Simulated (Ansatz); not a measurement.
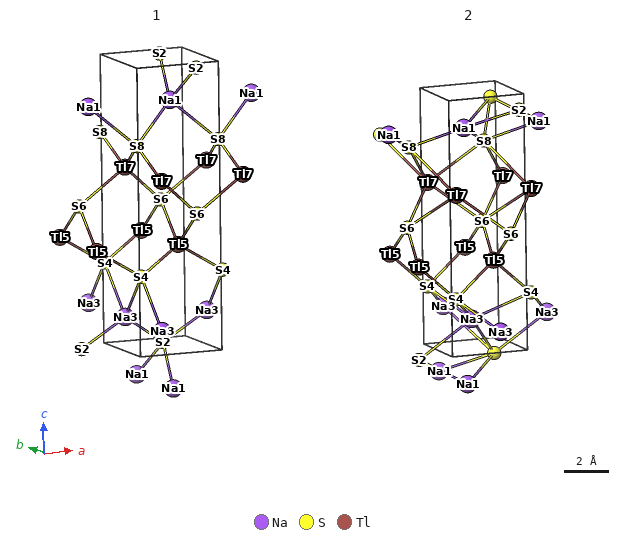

Two geometries of solid NaTlS$_{2}$ (a generated structure, set up in P1), drawn at one scale. One is the start of a relaxation, the other its converged end. Style: ball-and-stick. Shown: the cell of the calculation, slightly off an axis.

Computed with Ansatz, DFT, PBEsol, plane waves, PAW. Set-up: plane-wave cutoff 420 eV; k-point mesh 4 × 4 × 2; occupations fermi dirac; smearing width 0.05 eV; no spin polarisation; cell and atoms relaxed; force threshold 0.01 eV/Å; at most 120 steps.

**Which of the two is the end point?**

Structure 2 is the relaxed one. Case: shaken. The largest move relative to the cell is that of S8, 2.16 Å roughly along [−3 3 1]. By element the largest moves are S 2.16 Å, Na 1.43 Å, Tl 1.15 Å. The drawn cell changes as follows: a 4.095 → 3.952 Å (−3.5 %), b 4.165 → 4.134 Å (−0.7 %), c 13.410 → 11.940 Å (−11.0 %), α 88.2° → 90.3°, β 89.4° → 90.6°, γ 90.1° → 79.4°; the volume changes by −16.1 %. Among the contacts that change: S2–S8 4.783 → 2.121 Å, Na1–S8 5.240 → 2.827 Å, Na1–S2 4.728 → 2.782 Å, Na3–S4 5.004 → 3.076 Å. New bonds form: Na1–S2 (4.59 → 2.80 Å), Na1–S2 (4.73 → 2.78 Å), Na1–S8 (5.24 → 2.83 Å), Na3–S4 (5.00 → 3.08 Å). Among the angles between lasting bonds that change: S2–Na1–S8 123.6° → 178.6°, S2–Na3–S4 116.1° → 160.5°, Na1–S8–Tl7 115.1° → 158.4°. The space group stays P1 (No. 1). Over 35 accepted moves (38 points after the start) the energy falls by 466 meV per atom. The largest force component goes from 7.8 to 0.0052 eV/Å. The pressure goes from 6.30 to −0.02 GPa. The line search rejected the trial steps at points 8, 16 of the run. The SCF was repeated once at an unchanged geometry on a basis and grid sized afresh for the cell, which shifted the energy by 0.2 meV per atom at most.
